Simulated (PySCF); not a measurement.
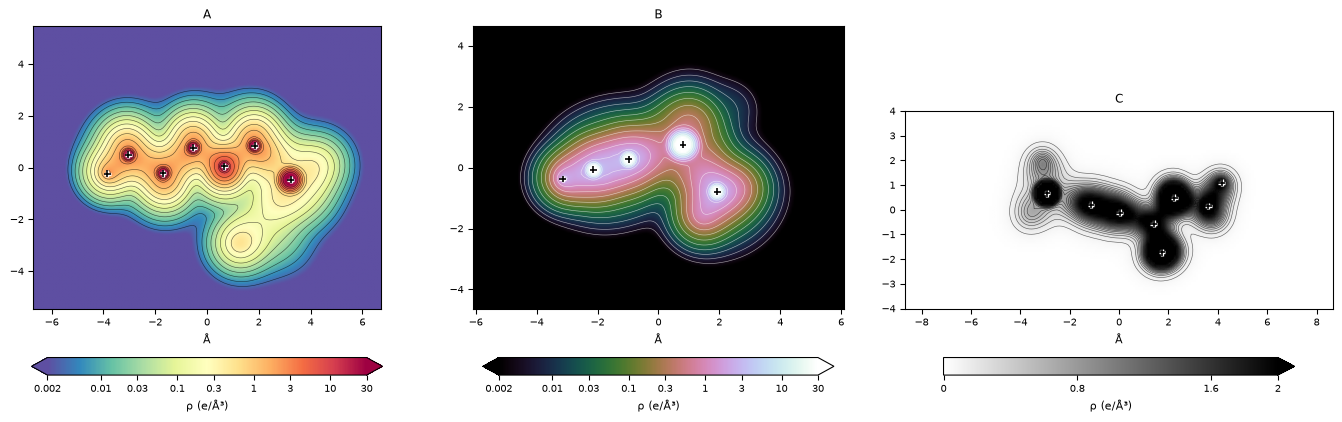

The total electron density of 3 systems, each on a plane through atoms (crosses mark nuclei in the plane).

All numbers below come from PySCF, PBE0/pcSseg-1, SCF density, gas phase, non-relativistic.

System 1: C₅H₈F₂Si₂, the plane of atoms C2, Si3 and C4. Geometry: GFN2-xTB.

| atom | x (Å) | y (Å) | z (Å) |
| --- | --- | --- | --- |
| C | 3.3452 | 0.0049 | -0.4829 |
| C | 2.1898 | 0.1073 | -0.8009 |
| Si | 0.4030 | 0.2924 | -1.2469 |
| C | -0.4430 | 1.5944 | -0.1319 |
| Si | -1.3752 | 0.6437 | 1.2449 |
| C | -0.6279 | -1.0986 | 0.9048 |
| F | -1.3508 | -2.1301 | 1.4889 |
| C | -0.5159 | -1.2700 | -0.5976 |
| F | -1.7919 | -1.2269 | -1.1631 |
| H | 4.3564 | -0.0904 | -0.2067 |
| H | 0.1992 | 0.4409 | -2.6872 |
| H | 0.2862 | 2.2840 | 0.2881 |
| H | -1.1346 | 2.2058 | -0.7079 |
| H | -2.8205 | 0.6093 | 1.0464 |
| H | -1.0035 | 1.0754 | 2.5940 |
| H | 0.3842 | -1.1839 | 1.3215 |
| H | -0.1079 | -2.2462 | -0.8733 |

System 2: C₅H₁₆OSi₂, the plane of atoms C2, C3 and O4. Geometry: GFN2-xTB.

```xyz
24

C     3.8093    0.4516    0.2719
C     2.3029    0.6396    0.3884
C     1.5352   -0.4751   -0.3122
O     0.1573   -0.2253   -0.1818
C    -0.6778   -1.1611   -0.8398
Si   -2.4218   -0.4258   -0.5435
C    -3.0962   -1.1525    1.0853
Si   -2.0138    1.8496   -0.4211
H     4.1146    0.4382   -0.7724
H     4.1156   -0.4861    0.7311
H     4.3301    1.2646    0.7714
H     2.0059    0.6568    1.4383
H     2.0053    1.5910   -0.0558
H     1.7840   -1.4532    0.1325
H     1.8087   -0.5150   -1.3800
H    -0.4145   -1.2174   -1.9048
H    -0.5287   -2.1642   -0.4197
H    -3.2941   -0.9342   -1.6249
H    -2.4110   -0.9566    1.9060
H    -3.2419   -2.2285    1.0281
H    -4.0525   -0.7059    1.3418
H    -1.1968    2.3518   -1.5298
H    -1.3599    2.2664    0.8213
H    -3.2715    2.6113   -0.4829
```

System 3: C₅H₁₁O₂PSi₂ (SMILES COC(=O)C#C[SiH2]P[SiH2]C), the plane of atoms O2, C3 and C5. Geometry: GFN2-xTB.

```xyz
21

C    -5.3512   -0.6223   -1.0792
O    -4.1740   -0.0002   -0.5904
C    -3.3635   -0.7796    0.1380
O    -3.5796   -1.9351    0.4008
C    -2.1898   -0.0540    0.5560
C    -1.1838    0.5015    0.9289
Si    0.4325    1.2959    1.3652
P     1.7805    0.7940   -0.3464
Si    3.7587    0.5043    0.6673
C     4.9112   -0.3428   -0.5795
H    -5.9715   -0.9701   -0.2503
H    -5.8760    0.1336   -1.6576
H    -5.0955   -1.4776   -1.7086
H     0.8305    0.7677    2.6751
H     0.2667    2.7496    1.3994
H     1.4505   -0.5472   -0.3789
H     4.2383    1.8447    1.0202
H     3.6642   -0.2975    1.8961
H     4.5553   -1.3377   -0.8341
H     4.9713    0.2300   -1.5010
H     5.9162   -0.4404   -0.1807
```

Which map belongs to which system?

Answer. Panel A is system 2, C₅H₁₆OSi₂: the plane holds C, O, Si and H. C–O (1.41 Å): ρ at the midpoint is about 2.1 e/Å³, with its minimum of 1.8 e/Å³ about 0.5 Å from C. Panel B is system 1, C₅H₈F₂Si₂: the plane holds C, Si and H. C–C (1.20 Å): the density is about 2.8 e/Å³ at the midpoint. Panel C is system 3, C₅H₁₁O₂PSi₂: the plane holds C, O, Si and H. C–O (1.20 Å): the density is about 3.3 e/Å³ at the midpoint.
